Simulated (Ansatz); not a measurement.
# ClF3SW: single points with varied inputs

How do the results and run time of ClF3SW respond when the settings are drawn wide?

Method: the settings change from run to run; program: Ansatz 0.2.0, Gaussian basis.

1 further run of the same task is left out (for a known fault of the program). Runs told in other sessions of the task aren't counted.

## (1) The relaxed structure

The geometry comes from an earlier relaxation with PBE0-D4 in a triple-zeta def2 set; it is a stationary point. W takes a core potential in def2 sets; no spin-orbit term is included.

SMILES `[F][W]([F])([F])(=[S])[Cl]`, 6 atoms, charge 0, spin multiplicity 1.

Atoms are counted from 1 here; the program's logs count them from 0.

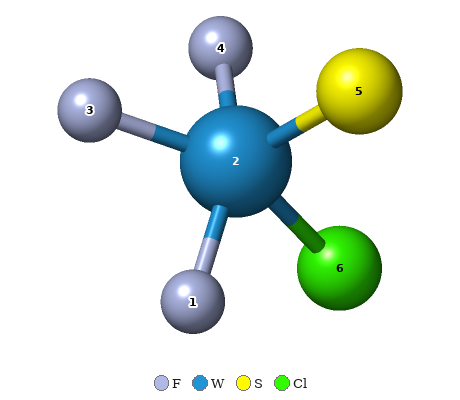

The structure; fluorine light blue, tungsten blue, sulfur yellow, chlorine green; atoms are numbered from 1 in the order of the file.

## (2) PBEsol/def2-SVP

Options: charge -1, multiplicity 2, D3(BJ) dispersion, the search for lower states set to full.

Input file in.yaml:

```yaml
crystal:
  periodic: [false, false, false]
  atoms:
    - {symbol: F, position_ang: [-1.403990, 0.699423, -0.974900]}
    - {symbol: W, position_ang: [-0.016178, -0.060730, -0.017242]}
    - {symbol: F, position_ang: [-1.094747, -1.566893, 0.014740]}
    - {symbol: F, position_ang: [0.698319, -0.752593, 1.542176]}
    - {symbol: S, position_ang: [1.472091, -0.386636, -1.448278]}
    - {symbol: Cl, position_ang: [0.386506, 2.003629, 0.837303]}
basis:
  gaussian: {orbitals: def2-SVP}
total_charge: -1
magnetization: {spin_polarized: true, initial_magnetization: 1}
hamiltonian: {xc: {name: PBEsol}, dispersion: d3bj}
scf: {lower_state_search: full}
output: {forces: true}
```

Launch:

```bash
$ ansatz run in.yaml --threads 4 --pin off --events-out ev --progress --plain --max-ram 10444MiB
```

What it wrote, cut to the lines that bear on the results:

```text
Functional definition: PBEsol
  name "PBEsol"
  cite "Perdew et al., Phys. Rev. Lett. 100, 136406 (2008) doi:10.1103/PhysRevLett.100.136406"
  cite "Perdew, Burke & Ernzerhof, Phys. Rev. Lett. 77, 3865 (1996) doi:10.1103/PhysRevLett.77.3865"
  parent pbesol
[...]
1151 factors; their error is unknown
[...]
mean field -33251.18554566 eV, -1221.9585303398 hartree, gradient 1.3e-5 eV, S^2 0.753662; 16 other end points of the search recorded, 0 dependent functions left out
[...]
reference -33251.18560832 eV, -1221.9585326427 hartree; 38, 37 occupied and 72, 73 virtual orbitals, 1151 factors
Total energy: -33251.27495882 eV, -1221.9618162131 hartree
Atom 0 at    -1.403990     0.699423    -0.974900 Å, force    -2.251934     0.991841    -1.083558 eV/Å
Atom 1 at    -0.016178    -0.060730    -0.017242 Å, force     1.309726     0.416962    -0.853346 eV/Å
Atom 2 at    -1.094747    -1.566893     0.014740 Å, force    -1.519354    -1.696255     0.290484 eV/Å
Atom 3 at     0.698319    -0.752593     1.542176 Å, force     0.657691    -1.017794     2.400108 eV/Å
Atom 4 at     1.472091    -0.386636    -1.448278 Å, force     1.635040    -0.289452    -1.532595 eV/Å
Atom 5 at     0.386506     2.003629     0.837303 Å, force     0.168831     1.594698     0.778908 eV/Å
Dipole moment:    -0.127297    -0.005286     0.103270 e Å
```

Run time: 13 s. Hardware: 4 threads of Arm Neoverse V2, shared host.

Largest force 2.689 eV/Å, ⟨S²⟩ 0.754.

## (3) wPBEh/def2-TZVPD

Set apart from the defaults: charge -1, multiplicity 2.

Edit in.yaml of step 2 so:

```diff
@@ -10,7 +10,5 @@
 basis:
-  gaussian: {orbitals: def2-SVP}
+  gaussian: {orbitals: def2-TZVPD}
 total_charge: -1
 magnetization: {spin_polarized: true, initial_magnetization: 1}
-hamiltonian: {xc: {name: PBEsol}, dispersion: d3bj}
-scf: {lower_state_search: full}
-output: {forces: true}
+hamiltonian: {xc: {name: wPBEh}}
```

The command is unchanged.

What it wrote, cut to the lines that bear on the results:

```text
Functional definition: wPBEh
  name "wPBEh"
  cite "Heyd, Scuseria & Ernzerhof, J. Chem. Phys. 118, 8207 (2003) doi:10.1063/1.1564060"
  cite "Krukau, Vydrov, Izmaylov & Scuseria, J. Chem. Phys. 125, 224106 (2006) doi:10.1063/1.2404663"
  cite "Heyd & Scuseria, J. Chem. Phys. 120, 7274 (2004) doi:10.1063/1.1668634"
  cite "Ernzerhof & Perdew, J. Chem. Phys. 109, 3313 (1998) doi:10.1063/1.476928"
  cite "Perdew, Burke & Ernzerhof, Phys. Rev. Lett. 77, 3865 (1996) doi:10.1103/PhysRevLett.77.3865"
  parent pbe
[...]
1630 factors; their error is unknown
102 factors; integrals over basis functions are off by at most 1.4e-5 eV
[...]
mean field -33333.97617597 eV, -1225.0010298863 hartree, gradient 2.9e-5 eV, S^2 0.756108; 4 other end points of the search recorded, 0 dependent functions left out
reference -33333.97624573 eV, -1225.0010324500 hartree; 38, 37 occupied and 217, 218 virtual orbitals, 1630 factors
Total energy: -33333.97624573 eV, -1225.0010324500 hartree
```

Run time: 22 s. Hardware: 4 threads of Arm Neoverse V2, shared host; peak memory 1.2 GiB.

⟨S²⟩ 0.756.

## (4) r2SCANh/ANO-RCC-VTZP

Set apart from the defaults: D3(BJ) with three-body dispersion.

Edit in.yaml of step 3 so:

```diff
@@ -10,5 +10,4 @@
 basis:
-  gaussian: {orbitals: def2-TZVPD}
-total_charge: -1
-magnetization: {spin_polarized: true, initial_magnetization: 1}
-hamiltonian: {xc: {name: wPBEh}}
+  gaussian: {orbitals: ANO-RCC-VTZP}
+hamiltonian: {xc: {name: r2SCANh}, dispersion: d3bjatm}
+output: {forces: true}
```

Launched as before.

What it wrote, cut to the lines that bear on the results:

```text
Functional definition: r2SCANh
  name "r2SCANh"
  cite "Bursch, Neugebauer, Ehlert & Grimme, J. Chem. Phys. 156, 134105 (2022) doi:10.1063/5.0086040"
  cite "Furness, Kaplan, Ning, Perdew & Sun, J. Phys. Chem. Lett. 11, 8208 (2020) doi:10.1021/acs.jpclett.0c02405"
  cite "Furness, Kaplan, Ning, Perdew & Sun, J. Phys. Chem. Lett. 11, 9248 (2020) doi:10.1021/acs.jpclett.0c03077"
  parent r2scan
[...]
1954 factors; integrals over basis functions are off by at most 8.0e-4 eV
[...]
mean field -470931.43381871 eV, -17306.4109840469 hartree, gradient 6.8e-5 eV, S^2 0.000000; 0 other end points of the search recorded, 0 dependent functions left out
[...]
reference -470931.43384046 eV, -17306.4109848462 hartree; 67, 67 occupied and 195, 195 virtual orbitals, 1954 factors
Total energy: -470931.49126192 eV, -17306.4130950461 hartree
Relativity: scalar
Atom 0 at    -1.403990     0.699423    -0.974900 Å, force     0.179421    -0.126524     0.171802 eV/Å
Atom 1 at    -0.016178    -0.060730    -0.017242 Å, force     0.010888    -0.130723    -0.084490 eV/Å
Atom 2 at    -1.094747    -1.566893     0.014740 Å, force     0.177162     0.269538     0.007542 eV/Å
Atom 3 at     0.698319    -0.752593     1.542176 Å, force    -0.145279     0.097683    -0.216955 eV/Å
Atom 4 at     1.472091    -0.386636    -1.448278 Å, force    -0.176393     0.020839     0.159352 eV/Å
Atom 5 at     0.386506     2.003629     0.837303 Å, force    -0.045798    -0.130813    -0.037250 eV/Å
Dipole moment:     0.189452     0.077802    -0.113354 e Å
```

It took 43 s on 4 threads of Arm Neoverse V2, shared host; peak memory 1.4 GiB.

Largest force 0.323 eV/Å, dipole 1.12 D.

## (5) PBE/x2c-TZVPPall

This run has a grid of angular degree 23, a point charge of 0.50 e beside it.

Edit in.yaml of step 4 so:

```diff
@@ -10,4 +10,4 @@
 basis:
-  gaussian: {orbitals: ANO-RCC-VTZP}
-hamiltonian: {xc: {name: r2SCANh}, dispersion: d3bjatm}
+  gaussian: {orbitals: x2c-TZVPPall, final_grid: {core_spheres: 8, valence_spheres: 7, degree: 23}, point_charges: [{charge: 0.50, position_ang: [6.315, 0.209, -0.703]}]}
+hamiltonian: {xc: {name: PBE}}
 output: {forces: true}
```

The command is unchanged.

What it wrote, cut to the lines that bear on the results:

```text
Functional definition: PBE
  name "PBE"
  cite "Perdew, Burke & Ernzerhof, Phys. Rev. Lett. 77, 3865 (1996) doi:10.1103/PhysRevLett.77.3865"
  parent pbe
[...]
1848 factors; their error is unknown
[...]
mean field -470924.53946944 eV, -17306.1576213844 hartree, gradient 3.0e-5 eV, S^2 0.000000; 0 other end points of the search recorded, 0 dependent functions left out
[...]
reference -470924.53953797 eV, -17306.1576239029 hartree; 67, 67 occupied and 207, 207 virtual orbitals, 1848 factors
Total energy: -470924.53953797 eV, -17306.1576239029 hartree
Relativity: scalar
Atom 0 at    -1.403990     0.699423    -0.974900 Å, force    -0.276911     0.169626    -0.189911 eV/Å
Atom 1 at    -0.016178    -0.060730    -0.017242 Å, force    -0.381060     0.225357     0.234479 eV/Å
Atom 2 at    -1.094747    -1.566893     0.014740 Å, force    -0.184773    -0.292230     0.007326 eV/Å
Atom 3 at     0.698319    -0.752593     1.542176 Å, force     0.203416    -0.173236     0.432952 eV/Å
Atom 4 at     1.472091    -0.386636    -1.448278 Å, force     0.590653    -0.137146    -0.585458 eV/Å
Atom 5 at     0.386506     2.003629     0.837303 Å, force     0.047965     0.207920     0.094279 eV/Å
Dipole moment:     0.006888     0.083768    -0.042105 e Å
```

Run time: 3.9 s. Hardware: 4 threads of Arm Neoverse V2, shared host; peak memory 0.61 GiB.

Largest force 0.843 eV/Å, dipole 0.45 D.

## (6) PBEsol/def2-mTZVPP

Set apart from the defaults: D3(BJ) dispersion, high accuracy, the search for lower states set to off.

Edit in.yaml of step 5 so:

```diff
@@ -10,4 +10,5 @@
 basis:
-  gaussian: {orbitals: x2c-TZVPPall, final_grid: {core_spheres: 8, valence_spheres: 7, degree: 23}, point_charges: [{charge: 0.50, position_ang: [6.315, 0.209, -0.703]}]}
-hamiltonian: {xc: {name: PBE}}
-output: {forces: true}
+  gaussian: {orbitals: def2-mTZVPP}
+hamiltonian: {xc: {name: PBEsol}, dispersion: d3bj}
+accuracy: high
+scf: {lower_state_search: off}
```

The command is unchanged.

What it wrote, cut to the lines that bear on the results:

```text
Functional definition: PBEsol
  name "PBEsol"
  cite "Perdew et al., Phys. Rev. Lett. 100, 136406 (2008) doi:10.1103/PhysRevLett.100.136406"
  cite "Perdew, Burke & Ernzerhof, Phys. Rev. Lett. 77, 3865 (1996) doi:10.1103/PhysRevLett.77.3865"
  parent pbesol
[...]
3125 factors; integrals over basis functions are off by at most 5.7e-9 eV
[...]
mean field -33267.08669685 eV, -1222.5428868680 hartree, gradient 7.1e-8 eV, S^2 0.000000; 0 other end points of the search recorded, 0 dependent functions left out
reference -33267.08670053 eV, -1222.5428870033 hartree; 37, 37 occupied and 125, 125 virtual orbitals, 3125 factors
Total energy: -33267.17605103 eV, -1222.5461705737 hartree
Checks for a lower state left out: stability, starts, cluster_reference, orbital_swaps, neighbouring_geometries, increment
```

It took 4.7 s on 4 threads of Arm Neoverse V2, shared host; peak memory 0.52 GiB.

## (7) PBE/def2-mTZVPP

This run has atoms shaken by 0.03 Å, finite nuclei, a point charge of 1.00 e beside it.

Input file in.yaml:

```yaml
crystal:
  periodic: [false, false, false]
  atoms:
    - {symbol: F, position_ang: [-1.303778, 0.669173, -0.953807]}
    - {symbol: W, position_ang: [-0.020101, -0.005542, -0.057373]}
    - {symbol: F, position_ang: [-1.105795, -1.574569, -0.039788]}
    - {symbol: F, position_ang: [0.734589, -0.747856, 1.544615]}
    - {symbol: S, position_ang: [1.453710, -0.395475, -1.397521]}
    - {symbol: Cl, position_ang: [0.413691, 1.982275, 0.866505]}
basis:
  gaussian: {orbitals: def2-mTZVPP, nuclear_model: gaussian, point_charges: [{charge: 1.00, position_ang: [4.782, -0.914, -0.316]}]}
hamiltonian: {xc: {name: PBE}}
```

The command is unchanged.

What it wrote:

```text
Functional definition: PBE
  name "PBE"
  cite "Perdew, Burke & Ernzerhof, Phys. Rev. Lett. 77, 3865 (1996) doi:10.1103/PhysRevLett.77.3865"
  parent pbe
  parameter kappa = 0.804
  parameter beta = 0.06672455060314922
  exchange = pbe_x(kappa = kappa, mu = beta*pi^2/3)
  correlation = pbe_c(beta = beta)
1308 factors; their error is unknown
mean field evaluation 1: about -33320.4999 eV, gradient 7.0e1 eV
mean field evaluation 2: about -33149.9168 eV, gradient 3.1e2 eV
mean field evaluation 4: about -33326.7238 eV, gradient 3.3e1 eV
mean field evaluation 8: about -33328.4952 eV, gradient 1.4e0 eV
mean field evaluation 16: about -33328.4778 eV, gradient 2.9e-3 eV
mean field -33328.47782168 eV, -1224.7989690930 hartree, gradient 3.0e-5 eV, S^2 0.000000; 0 other end points of the search recorded, 0 dependent functions left out
reference -33328.47785740 eV, -1224.7989704059 hartree; 37, 37 occupied and 125, 125 virtual orbitals, 1308 factors
Total energy: -33328.47785740 eV, -1224.7989704059 hartree
```

Run time: 1.6 s. Hardware: 4 threads of Arm Neoverse V2, shared host.

## (8) LC-wPBE/def2-TZVP

Set apart from the defaults: coordinates scaled by 0.96, finite nuclei.

Input file in.yaml:

```yaml
crystal:
  periodic: [false, false, false]
  atoms:
    - {symbol: F, position_ang: [-1.347831, 0.671446, -0.935904]}
    - {symbol: W, position_ang: [-0.015531, -0.058300, -0.016552]}
    - {symbol: F, position_ang: [-1.050957, -1.504217, 0.014150]}
    - {symbol: F, position_ang: [0.670387, -0.722490, 1.480489]}
    - {symbol: S, position_ang: [1.413208, -0.371170, -1.390347]}
    - {symbol: Cl, position_ang: [0.371046, 1.923484, 0.803811]}
basis:
  gaussian: {orbitals: def2-TZVP, nuclear_model: gaussian}
hamiltonian: {xc: {name: LC-wPBE}}
```

The command is unchanged.

What it wrote, cut to the lines that bear on the results:

```text
Functional definition: LC-wPBE
  name "LC-wPBE"
  cite "Vydrov & Scuseria, J. Chem. Phys. 125, 234109 (2006) doi:10.1063/1.2409292"
  cite "Heyd & Scuseria, J. Chem. Phys. 120, 7274 (2004) doi:10.1063/1.1668634"
  cite "Ernzerhof & Perdew, J. Chem. Phys. 109, 3313 (1998) doi:10.1063/1.476928"
  cite "Perdew, Burke & Ernzerhof, Phys. Rev. Lett. 77, 3865 (1996) doi:10.1103/PhysRevLett.77.3865"
  parent pbe
[...]
1309 factors; their error is unknown
336 factors; integrals over basis functions are off by at most 2.7e-5 eV
[...]
mean field -33334.26304024 eV, -1225.0115719537 hartree, gradient 1.6e-5 eV, S^2 0.000000; 0 other end points of the search recorded, 0 dependent functions left out
reference -33334.26304024 eV, -1225.0115719539 hartree; 37, 37 occupied and 170, 170 virtual orbitals, 1309 factors
Total energy: -33334.26304024 eV, -1225.0115719539 hartree
```

It took 2.7 s on 4 threads of Arm Neoverse V2, shared host.

## (9) r2SCAN0/def2-SVP

This run has D4 dispersion, high accuracy.

Input file in.yaml:

```yaml
crystal:
  periodic: [false, false, false]
  atoms:
    - {symbol: F, position_ang: [-1.403990, 0.699423, -0.974900]}
    - {symbol: W, position_ang: [-0.016178, -0.060730, -0.017242]}
    - {symbol: F, position_ang: [-1.094747, -1.566893, 0.014740]}
    - {symbol: F, position_ang: [0.698319, -0.752593, 1.542176]}
    - {symbol: S, position_ang: [1.472091, -0.386636, -1.448278]}
    - {symbol: Cl, position_ang: [0.386506, 2.003629, 0.837303]}
basis:
  gaussian: {orbitals: def2-SVP}
hamiltonian: {xc: {name: r2SCAN0}, dispersion: d4}
accuracy: high
output: {forces: true}
```

Launched as before.

What it wrote, cut to the lines that bear on the results:

```text
Functional definition: r2SCAN0
  name "r2SCAN0"
  cite "Bursch, Neugebauer, Ehlert & Grimme, J. Chem. Phys. 156, 134105 (2022) doi:10.1063/5.0086040"
  cite "Furness, Kaplan, Ning, Perdew & Sun, J. Phys. Chem. Lett. 11, 8208 (2020) doi:10.1021/acs.jpclett.0c02405"
  cite "Furness, Kaplan, Ning, Perdew & Sun, J. Phys. Chem. Lett. 11, 9248 (2020) doi:10.1021/acs.jpclett.0c03077"
  parent r2scan
[...]
2306 factors; integrals over basis functions are off by at most 3.8e-8 eV
[...]
mean field -33320.15900895 eV, -1224.4932583639 hartree, gradient 5.7e-8 eV, S^2 0.000000; 0 other end points of the search recorded, 0 dependent functions left out
[...]
reference -33320.15901018 eV, -1224.4932584091 hartree; 37, 37 occupied and 73, 73 virtual orbitals, 2306 factors
Total energy: -33320.21835224 eV, -1224.4954391896 hartree
Atom 0 at    -1.403990     0.699423    -0.974900 Å, force    -0.036180     0.004214    -0.032814 eV/Å
Atom 1 at    -0.016178    -0.060730    -0.017242 Å, force     0.079725    -0.076161    -0.110506 eV/Å
Atom 2 at    -1.094747    -1.566893     0.014740 Å, force    -0.033428    -0.044961     0.002007 eV/Å
Atom 3 at     0.698319    -0.752593     1.542176 Å, force     0.017663    -0.033030     0.031652 eV/Å
Atom 4 at     1.472091    -0.386636    -1.448278 Å, force    -0.058071     0.011661     0.055232 eV/Å
Atom 5 at     0.386506     2.003629     0.837303 Å, force     0.030290     0.138276     0.054429 eV/Å
Dipole moment:     0.158331     0.070345    -0.091663 e Å
```

Run time: 12 s. Hardware: 4 threads of Arm Neoverse V2, shared host; peak memory 0.63 GiB.

Largest force 0.156 eV/Å, dipole 0.94 D.

## (10) The runs in one table

```csv
level,charge,multiplicity,geometry,functions,energy (eV),time
PBEsol/def2-SVP,-1,2,relaxed,110,-33251.275,13 s
wPBEh/def2-TZVPD,-1,2,relaxed,255,-33333.976,22 s
r2SCANh/ANO-RCC-VTZP,0,1,relaxed,262,-470931.491,43 s
PBE/x2c-TZVPPall,0,1,"relaxed, point charge",274,-470924.540,3.9 s
PBEsol/def2-mTZVPP,0,1,relaxed,162,-33267.176,4.7 s
PBE/def2-mTZVPP,0,1,"shaken, point charge",162,-33328.478,1.6 s
LC-wPBE/def2-TZVP,0,1,scaled,207,-33334.263,2.7 s
r2SCAN0/def2-SVP,0,1,relaxed,110,-33320.218,12 s
```

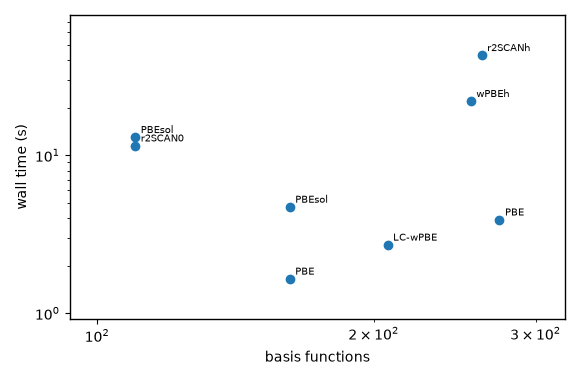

Wall time against the number of basis functions (shared host).

## (11) What came out

| quantity | value |
| --- | --- |
| runs | 8 |
| quickest | PBE/def2-mTZVPP, 1.6 s |
| slowest | r2SCANh/ANO-RCC-VTZP, 43 s |
| spread of total energies, same state and geometry | 437664.3 eV |
| dipole, same state and geometry | 0.94 to 1.12 D |

In words: r2SCANh/ANO-RCC-VTZP took 26 times as long as PBE/def2-mTZVPP. The jobs differ in tasks and options as well as level. The totals spread over 437664 eV; they can't be compared across methods or bases. Some of these runs are scalar-relativistic and others not, which shifts the totals of all-electron atoms past neon by several eV an atom and more; core potentials, where a basis has them, take the core out of the total altogether. At the PBE0-D4/def2-TZVP geometry and in the same state, the sound runs without point charges leave forces up to 0.32 eV/Å (r2SCANh/ANO-RCC-VTZP).
